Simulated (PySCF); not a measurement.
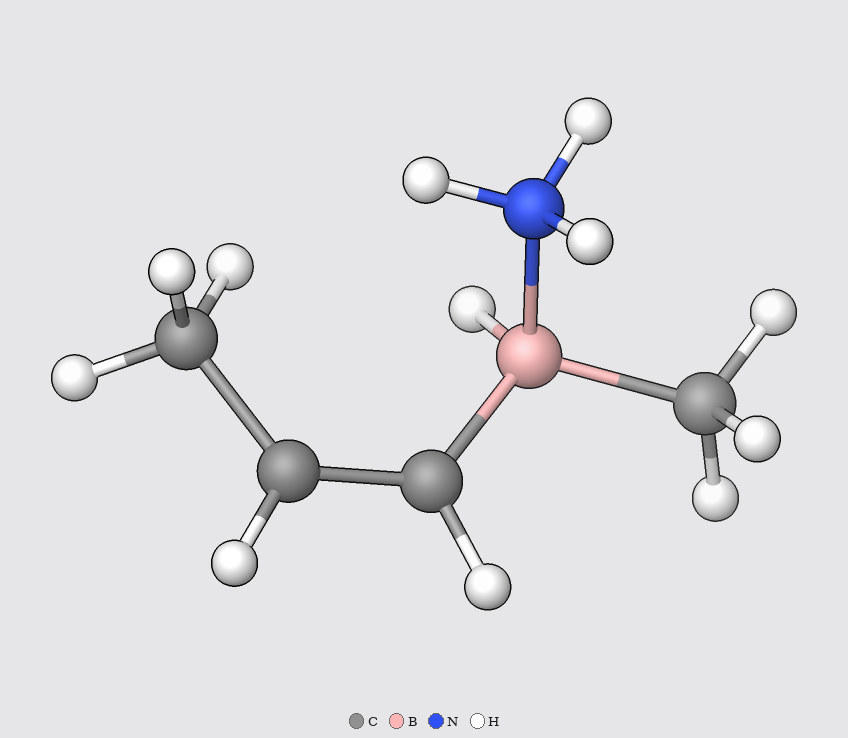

The picture shows a molecular structure as a ball-and-stick model.

The computed structure is the end point of a GFN2-xTB optimisation. No frequency run is at hand to confirm it as a minimum.

What does the picture show?

It has 18 atoms: 4 carbon, 12 hydrogen, 1 boron and 1 nitrogen (C4H12BN). SMILES: `C/C=C\[B@H-](C)[NH3+]`. It has no ring. Among its groups: alkene, B–H bond. The point group is C1. Coordination: 2 C tetrahedral; 2 C trigonal planar; 1 B tetrahedral; 1 N tetrahedral.

The parts below concern this one geometry. Atoms keep their numbers from picture to picture.

Geometry

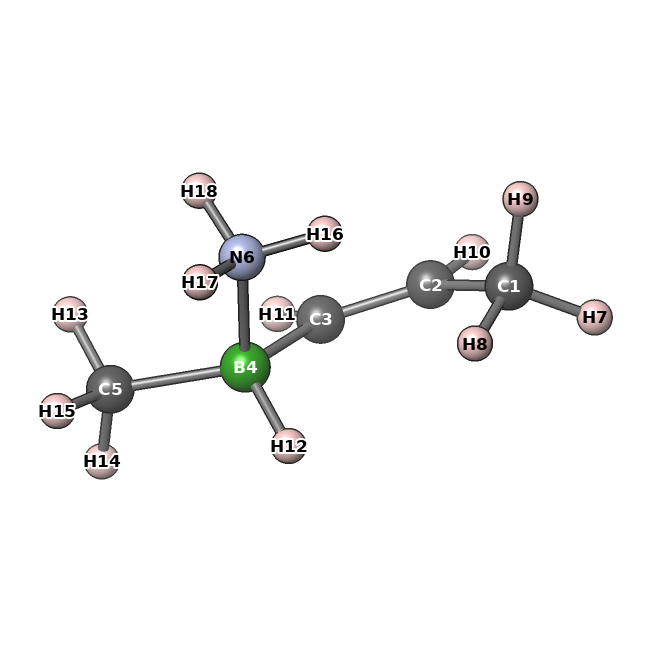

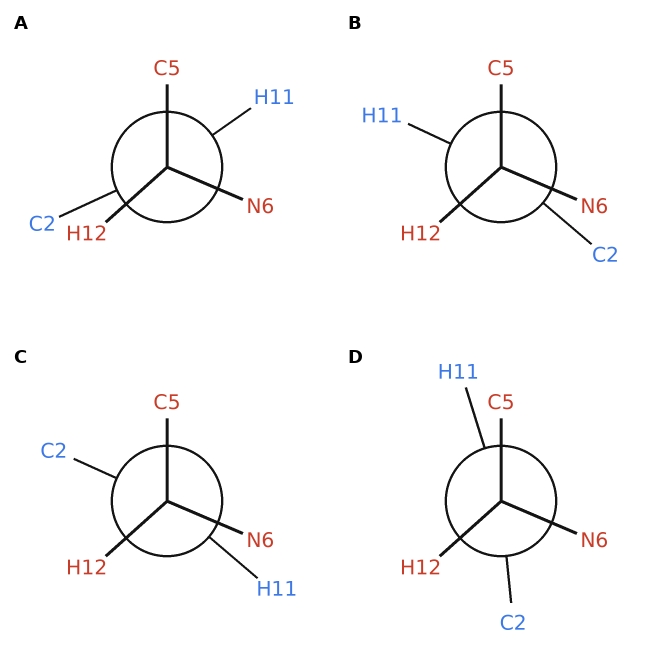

Depth is shown by fading: the farther an atom, the more it takes the colour of the background. Bonds that would overlap in a projection are set slightly apart. No frequency run is at hand to confirm it as a minimum.

Which Newman projection shows the view along B4–C3, with B4 in front?

D. The torsion angle N6–B4–C3–C2 is 61°, synclinal (gauche).

Electronic properties

No frequency run is at hand to confirm it as a minimum. Level of theory: B3LYP/pcJ-1, gas phase (PySCF 2.14.0).

Give the HOMO energy (Kohn–Sham orbital) at this level.

−6.31 eV.

Give the dipole moment at this level.

4.66 D.

What is the LUMO energy (Kohn–Sham orbital)?

−0.02 eV.

Spin–spin coupling

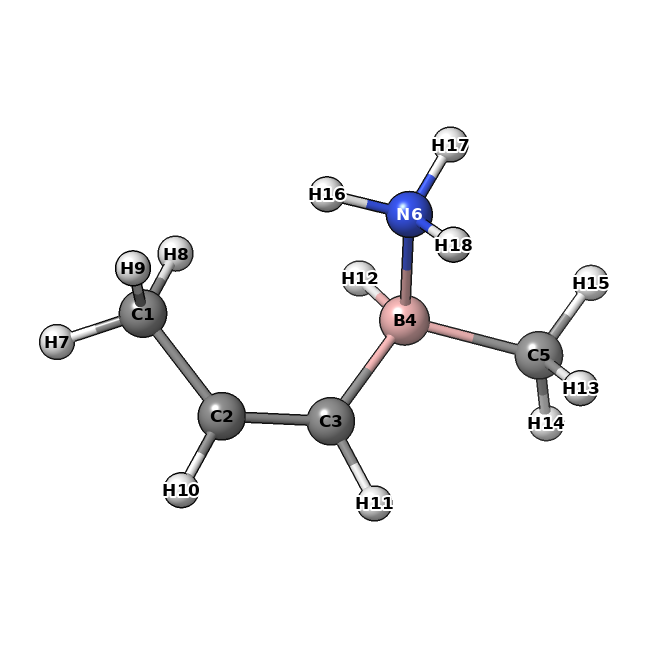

No frequency run is at hand to confirm it as a minimum. Properties computed with B3LYP/pcJ-1 indirect spin-spin coupling, non-relativistic, gas phase (PySCF 2.14.0). Isotopes: 11B, 13C, 1H, 15N.

Give the spin–spin coupling constants of these pairs, with the number of bonds between them: B4/C5, B4/H12, N6/H17, B4/H16, B4/H18, B4/H17, B4/H11, B4/H14, C5/N6, C1/B4, C2/N6.

```tsv
pair	bonds apart	J (Hz)
B4, C5	1	48.0
B4, H12	1	106.7
N6, H17	1	−73.8
B4, H16	2	−2.2
B4, H18	2	−2.5
B4, H17	2	−2.0
B4, H11	2	3.4
B4, H14	2	−2.9
C5, N6	2	−1.7
C1, B4	3	5.0
C2, N6	3	−1.4
```

Quadrupole coupling

No frequency run is at hand to confirm it as a minimum. Electric field gradients from the ground-state density, B3LYP/pcJ-1 (PySCF 2.14.0), non-relativistic apart from any core potentials.

Give the largest field-gradient component, the quadrupole coupling constant and the asymmetry for 11B at B4 (Q = 40.59 mb), 14N at N6 (Q = 20.44 mb), 2H at H7 (Q = 2.86 mb), 2H at H8 (Q = 2.86 mb).

| atom | V_zz (a.u.) | e²qQ/h (MHz) | η |
| --- | --- | --- | --- |
| B4 | 0.279 | 2.66 | 0.05 |
| N6 | −0.553 | −2.65 | 0.03 |
| H7 | 0.302 | 0.203 | 0.02 |
| H8 | 0.302 | 0.203 | 0.03 |

The geometry is semi-empirical. Around B such bond lengths and angles can be off by a tenth of an ångström or more and by several degrees, and values that hang on the shape move with them.
